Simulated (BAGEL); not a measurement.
**Si2NH6 (SMILES [SiH2]N[SiH3]) at UHF/6-31G(d) (density fitting with qzvpp-jkfit, spherical functions)**

What is the vertical doublet–quartet gap of Si2NH6 at UHF/6-31G* (density fitting with qzvpp-jkfit, spherical functions)? 

The results are computed with BAGEL 1.2.2.

2 further runs of the same task are left out: 2 set aside as unsound or not needed. Runs told in other sessions of the task aren't counted.

### 1 Starting point

The species is Si2NH6 (9 atoms), meant as a doublet with charge 0. SMILES: `[SiH2]N[SiH3]`. Geometry: relaxed at PBE0-D4/def2-TZVP. This is one conformer, not always the lowest.

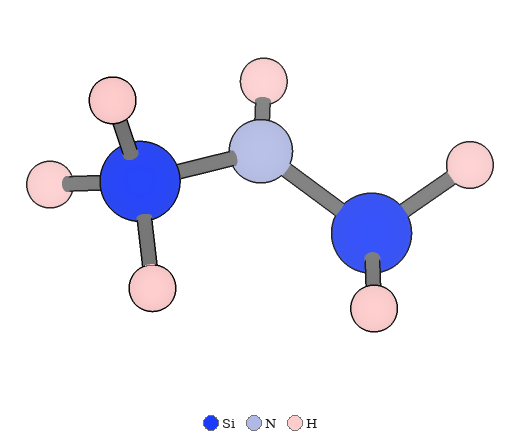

Viewed from a chosen angle; silicon blue, nitrogen light blue, hydrogen pink.

### 2 The energy at UHF/6-31G(d) (density fitting with qzvpp-jkfit, spherical functions)

Contents of input.json:

```json
{ "bagel" : [

{
  "title" : "molecule",
  "basis" : "6-31gs.json",
  "df_basis" : "qzvpp-jkfit",
  "angstrom" : true,
  "geometry" : [
    { "atom" : "Si", "xyz" : [   -1.200900,    0.925300,   -0.948400 ] },
    { "atom" : "N", "xyz" : [    0.196900,    0.625800,    0.025200 ] },
    { "atom" : "Si", "xyz" : [    0.611700,   -0.820500,    0.880200 ] },
    { "atom" : "H", "xyz" : [   -1.616500,   -0.372000,   -1.554500 ] },
    { "atom" : "H", "xyz" : [   -0.842900,    1.913400,   -2.010900 ] },
    { "atom" : "H", "xyz" : [    0.764100,    1.439300,    0.222200 ] },
    { "atom" : "H", "xyz" : [    1.982600,   -1.276500,    0.525400 ] },
    { "atom" : "H", "xyz" : [   -0.378200,   -1.853400,    0.488500 ] },
    { "atom" : "H", "xyz" : [    0.571600,   -0.627700,    2.355400 ] }
  ]
},
{ "title" : "uhf", "charge" : 0, "nopen" : 1 },
{ "title" : "print", "file" : "orbitals.molden", "orbitals" : true }

]}
```

The basis set 6-31G* is read from a file made from the Basis Set Exchange's data (not shown).

The run is started by

```sh
$ BAGEL_NUM_THREADS=1 BAGEL input.json > input.out
```

Log:

```text
* using 1 threads per process

  ===============================================================
  ===============================================================

  *** Geometry ***

  { "atom" : "Si", "xyz" : [     -2.269372,      1.748564,     -1.792216 ] },
  { "atom" : "N", "xyz" : [      0.372087,      1.182591,      0.047621 ] },
  { "atom" : "Si", "xyz" : [      1.155945,     -1.550520,      1.663337 ] },
  { "atom" : "H", "xyz" : [     -3.054742,     -0.702978,     -2.937579 ] },
  { "atom" : "H", "xyz" : [     -1.592850,      3.615802,     -3.800050 ] },
  { "atom" : "H", "xyz" : [      1.443940,      2.719883,      0.419897 ] },
  { "atom" : "H", "xyz" : [      3.746571,     -2.412235,      0.992862 ] },
  { "atom" : "H", "xyz" : [     -0.714694,     -3.502418,      0.923131 ] },
  { "atom" : "H", "xyz" : [      1.080167,     -1.186181,      4.451061 ] },

  Number of auxiliary basis functions:      441

  Since a DF basis is specified, we compute 2- and 3-index integrals:
    o Being stored without compression. Storage requirement is 0.014 GB

  Number of basis functions:       62
  Number of electrons      :       41

    * METHOD: MOLECULE                             0.13

  *** Open-shell HF ***

  === Nuclear Repulsion ===
   147.5336914644

      * DIIS with orbital gradients will be used.

  === UHF iteration (6-31gs.json) ===
      0       -635.59559321          0.04371041           0.06
      1       -635.70312998          0.02847820           0.05
      2       -635.73851175          0.01855190           0.06
      3       -635.76321618          0.00120164           0.05
      4       -635.76365878          0.00026322           0.06
      5       -635.76370221          0.00010588           0.05
      6       -635.76371295          0.00002703           0.06
      7       -635.76371419          0.00001046           0.05
      8       -635.76371452          0.00000297           0.06
      9       -635.76371456          0.00000151           0.05
     10       -635.76371457          0.00000088           0.05
     11       -635.76371458          0.00000037           0.05
     12       -635.76371458          0.00000017           0.05
     13       -635.76371458          0.00000006           0.05
     14       -635.76371458          0.00000003           0.05
     15       -635.76371458          0.00000001           0.05
     16       -635.76371458          0.00000001           0.05
    * SCF iteration converged.

    * S^2 (UHF) is 0.7539

    * Permanent dipole moment:
           (   -0.170028,    -0.309077,    -0.175636) a.u.

    * METHOD: UHF                                  0.98

    * METHOD: PRINT                                0.00

  ===============================================================
```

It took 1.3 s on 1 thread of Intel Xeon 6975P-C (Granite Rapids), shared host.

### 3 The quartet

Contents of hf.json:

```json
{ "bagel": [

{
  "title": "molecule",
  "basis": "6-31gs.json",
  "df_basis": "qzvpp-jkfit",
  "angstrom": true,
  "geometry": [
    { "atom": "Si", "xyz": [   -1.200900,    0.925300,   -0.948400 ] },
    { "atom": "N", "xyz": [    0.196900,    0.625800,    0.025200 ] },
    { "atom": "Si", "xyz": [    0.611700,   -0.820500,    0.880200 ] },
    { "atom": "H", "xyz": [   -1.616500,   -0.372000,   -1.554500 ] },
    { "atom": "H", "xyz": [   -0.842900,    1.913400,   -2.010900 ] },
    { "atom": "H", "xyz": [    0.764100,    1.439300,    0.222200 ] },
    { "atom": "H", "xyz": [    1.982600,   -1.276500,    0.525400 ] },
    { "atom": "H", "xyz": [   -0.378200,   -1.853400,    0.488500 ] },
    { "atom": "H", "xyz": [    0.571600,   -0.627700,    2.355400 ] }
  ]
},
{ "title": "uhf", "nopen": 3 },
{ "title": "print", "file": "orbitals.molden", "orbitals": true }

]}
```

The basis set 6-31G* is read from a file made from the Basis Set Exchange's data (not shown).

The run is started by

```sh
$ BAGEL_NUM_THREADS=1 BAGEL hf.json > hf.out
```

Log:

```text
* using 1 threads per process

  ===============================================================
  ===============================================================

  *** Geometry ***

  { "atom" : "Si", "xyz" : [     -2.269372,      1.748564,     -1.792216 ] },
  { "atom" : "N", "xyz" : [      0.372087,      1.182591,      0.047621 ] },
  { "atom" : "Si", "xyz" : [      1.155945,     -1.550520,      1.663337 ] },
  { "atom" : "H", "xyz" : [     -3.054742,     -0.702978,     -2.937579 ] },
  { "atom" : "H", "xyz" : [     -1.592850,      3.615802,     -3.800050 ] },
  { "atom" : "H", "xyz" : [      1.443940,      2.719883,      0.419897 ] },
  { "atom" : "H", "xyz" : [      3.746571,     -2.412235,      0.992862 ] },
  { "atom" : "H", "xyz" : [     -0.714694,     -3.502418,      0.923131 ] },
  { "atom" : "H", "xyz" : [      1.080167,     -1.186181,      4.451061 ] },

  Number of auxiliary basis functions:      441

  Since a DF basis is specified, we compute 2- and 3-index integrals:
    o Being stored without compression. Storage requirement is 0.014 GB

  Number of basis functions:       62
  Number of electrons      :       41

    * METHOD: MOLECULE                             0.14

  *** Open-shell HF ***

  === Nuclear Repulsion ===
   147.5336914644

      * DIIS with orbital gradients will be used.

  === UHF iteration (6-31gs.json) ===
      0       -635.24812885          0.04328680           0.06
      1       -635.35612628          0.03984996           0.05
      2       -635.42120280          0.03008208           0.06
      3       -635.51082747          0.00503684           0.05
      4       -635.52619058          0.00289634           0.06
      5       -635.53391718          0.00171676           0.06
      6       -635.53466398          0.00065924           0.05
      7       -635.53554382          0.00049724           0.06
      8       -635.53575813          0.00017712           0.05
      9       -635.53584145          0.00009883           0.06
     10       -635.53585866          0.00003944           0.05
     11       -635.53586558          0.00001873           0.06
     12       -635.53586693          0.00000856           0.05
     13       -635.53586717          0.00000445           0.06
     14       -635.53586720          0.00000164           0.05
     15       -635.53586721          0.00000081           0.06
     16       -635.53586722          0.00000035           0.05
     17       -635.53586722          0.00000020           0.06
     18       -635.53586722          0.00000012           0.05
     19       -635.53586722          0.00000005           0.06
     20       -635.53586722          0.00000003           0.06
     21       -635.53586722          0.00000001           0.05
     22       -635.53586722          0.00000001           0.06
    * SCF iteration converged.

    * S^2 (UHF) is 3.7631

    * Permanent dipole moment:
           (   -0.600000,    -0.102811,    -0.415460) a.u.

    * METHOD: UHF                                  1.32

    * METHOD: PRINT                                0.00

  ===============================================================
```

Run time: 1.6 s. Hardware: 1 thread of Intel Xeon 6975P-C (Granite Rapids), shared host.

### 4 What came out

At UHF/6-31G* (density fitting with qzvpp-jkfit, spherical functions):

| quantity | value |
| --- | --- |
| doublet: total energy | -635.76371 Eh |
| doublet: dipole moment | 1.00 D |
| doublet: ⟨S²⟩ | 0.754 |
| quartet: total energy | -635.53587 Eh |
| quartet: dipole moment | 1.87 D |
| quartet: ⟨S²⟩ | 3.763 |
| vertical energy of the quartet above the doublet | 6.200 eV |

At this shape the quartet lies 6.20 eV (143 kcal/mol) above the doublet.
